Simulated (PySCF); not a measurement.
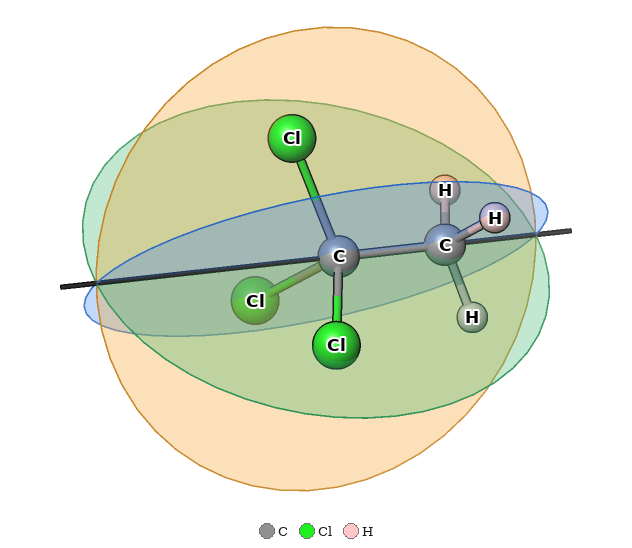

All proper rotation axes (lines) and mirror planes (discs) of the structure are drawn in. Depth is shown by fading: the farther an atom, the more it takes the colour of the background. The geometry was computed by an optimisation with GFN2-xTB. No frequency run is at hand to confirm it as a minimum.

Name the symmetry elements and the point group.

Answer. It has 1 C3 axis and 3 mirror planes. Point group C3v. The group has 6 operations. The geometry is achiral, and symmetry allows a dipole moment.
